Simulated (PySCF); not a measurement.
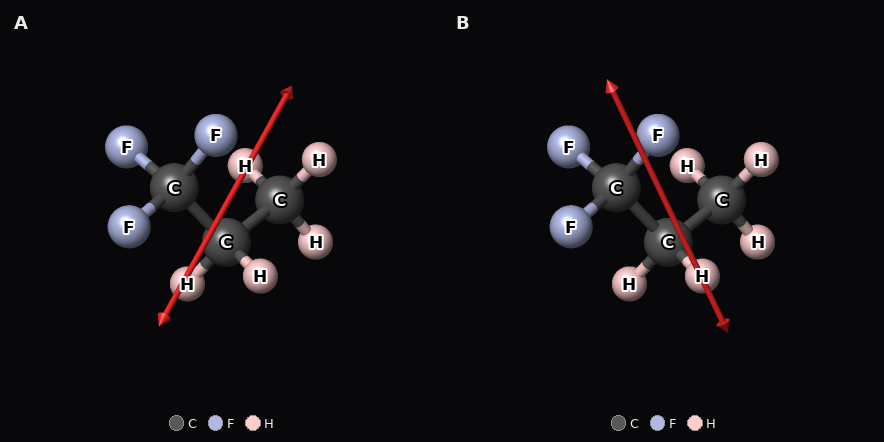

The double arrows show the directions of two transition dipoles from the ground state (lengths mean nothing). Computed geometry: PBE0-D3(BJ)/def2-SVP optimisation. No frequency run is at hand to confirm it as a minimum. Level of theory: TDDFT CAM-B3LYP/def2-SVPD, vertical, gas phase, core orbitals frozen in the response (PySCF 2.14.0).

**One belongs to singlet state 5 and one to singlet state 9. Which is which?**

A: state 9, 11.41 eV (109 nm), oscillator strength 0.21, mainly HOMO−1 → LUMO+3 (weight 0.64).
B: state 5, 10.85 eV (114 nm), oscillator strength 0.10, mainly HOMO → LUMO+1 (weight 0.74).
